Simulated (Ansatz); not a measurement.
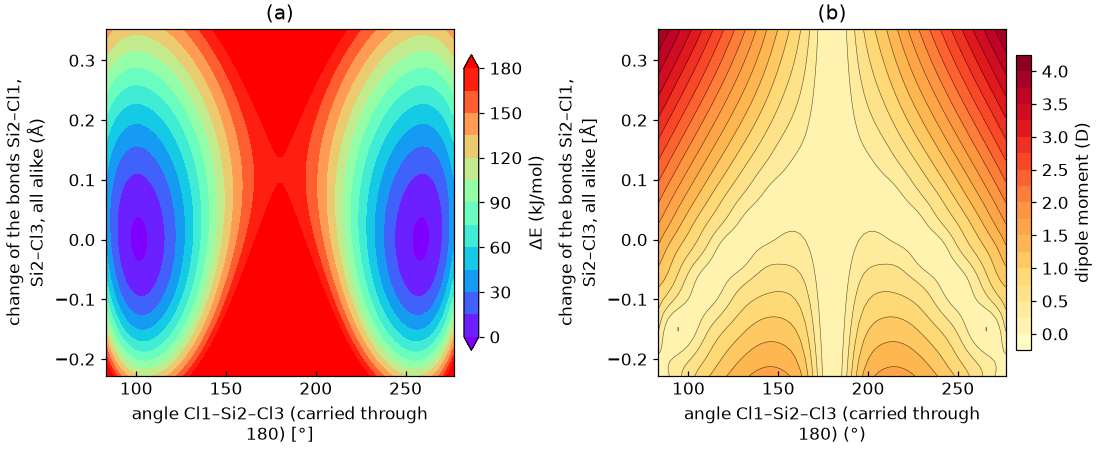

Cl2Si, SMILES Cl[Si]Cl. 
- First axis: angle Cl1–Si2–Cl3 (carried through 180). Second axis: change of the bonds Si2–Cl1, Si2–Cl3, all alike.
- Nothing is relaxed (all other coordinates rigid).
- Grid: 15 × 15 points; 120 points were computed and 105 follow by symmetry.
- Points are written as (first, second).
- All energies are given in kJ/mol relative to the lowest grid point.
- Theory: RKS PBE0-D4/def2-TZVP (Ansatz).

Panel (a) is the energy and panel (b) the computed dipole moment on the same grid.

In the figure: filled contours, one colour for all values above the top of the scale. Between grid points the surface is interpolated.

### How does the dipole moment vary over the map, and what is it at the lowest grid point?

Leaving out the highest fifth of the energies, it runs from 0.00 D at (180.0°, 0.104 Å) to 4.01 D at (83.3°, 0.353 Å). At the lowest grid point, (97.1°, 0.021 Å), it is 1.17 D.

| second ↓, first → | 83.3 | 97.1 | 110.9 | 124.8 | 138.6 | 152.4 | 166.2 | 180.0 | 193.8 | 207.6 | 221.4 | 235.2 | 249.1 | 262.9 | 276.7 |
| --- | --- | --- | --- | --- | --- | --- | --- | --- | --- | --- | --- | --- | --- | --- | --- |
| 0.353 | 4.01 | 3.45 | 2.87 | 2.29 | 1.72 | 1.15 | 0.58 | 0.00 | 0.58 | 1.15 | 1.72 | 2.29 | 2.87 | 3.45 | 4.01 |
| 0.312 | 3.74 | 3.18 | 2.62 | 2.07 | 1.53 | 1.01 | 0.50 | 0.00 | 0.50 | 1.01 | 1.53 | 2.07 | 2.62 | 3.18 | 3.74 |
| 0.270 | 3.45 | 2.90 | 2.36 | 1.83 | 1.33 | 0.87 | 0.42 | 0.00 | 0.42 | 0.87 | 1.33 | 1.83 | 2.36 | 2.90 | 3.45 |
| 0.229 | 3.17 | 2.63 | 2.10 | 1.59 | 1.13 | 0.71 | 0.34 | 0.00 | 0.34 | 0.71 | 1.13 | 1.59 | 2.10 | 2.63 | 3.17 |
| 0.187 | 2.88 | 2.34 | 1.82 | 1.34 | 0.92 | 0.55 | 0.25 | 0.00 | 0.25 | 0.55 | 0.92 | 1.34 | 1.82 | 2.34 | 2.88 |
| 0.145 | 2.59 | 2.05 | 1.54 | 1.08 | 0.69 | 0.38 | 0.16 | 0.00 | 0.16 | 0.38 | 0.69 | 1.08 | 1.54 | 2.05 | 2.59 |
| 0.104 | 2.30 | 1.76 | 1.26 | 0.82 | 0.46 | 0.20 | 0.06 | 0.00 | 0.06 | 0.20 | 0.46 | 0.82 | 1.26 | 1.76 | 2.30 |
| 0.062 | 2.00 | 1.46 | 0.98 | 0.55 | 0.22 | 0.01 | 0.05 | 0.00 | 0.05 | 0.01 | 0.22 | 0.55 | 0.98 | 1.46 | 2.00 |
| 0.021 | 1.71 | 1.17 | 0.69 | 0.29 | 0.02 | 0.18 | 0.16 | 0.00 | 0.16 | 0.18 | 0.02 | 0.29 | 0.69 | 1.17 | 1.71 |
| −0.021 | 1.41 | 0.87 | 0.40 | 0.01 | 0.28 | 0.39 | 0.29 | 0.00 | 0.29 | 0.39 | 0.28 | 0.01 | 0.40 | 0.87 | 1.41 |
| −0.062 | 1.13 | 0.58 | 0.12 | 0.26 | 0.53 | 0.61 | 0.42 | 0.00 | 0.42 | 0.61 | 0.53 | 0.26 | 0.12 | 0.58 | 1.13 |
| −0.104 | 0.84 | 0.29 | 0.17 | 0.54 | 0.79 | 0.84 | 0.56 | 0.00 | 0.56 | 0.84 | 0.79 | 0.54 | 0.17 | 0.29 | 0.84 |
| −0.145 | 0.56 | 0.01 | 0.44 | 0.81 | 1.05 | 1.07 | 0.71 | 0.00 | 0.71 | 1.07 | 1.05 | 0.81 | 0.44 | 0.01 | 0.56 |
| −0.187 | 0.28 | 0.26 | 0.72 | 1.07 | 1.31 | 1.32 | 0.87 | 0.00 | 0.87 | 1.32 | 1.31 | 1.07 | 0.72 | 0.26 | 0.28 |
| −0.229 | 0.01 | 0.53 | 0.98 | 1.33 | 1.56 | 1.56 | 1.04 | 0.00 | 1.04 | 1.56 | 1.56 | 1.33 | 0.98 | 0.53 | 0.01 |
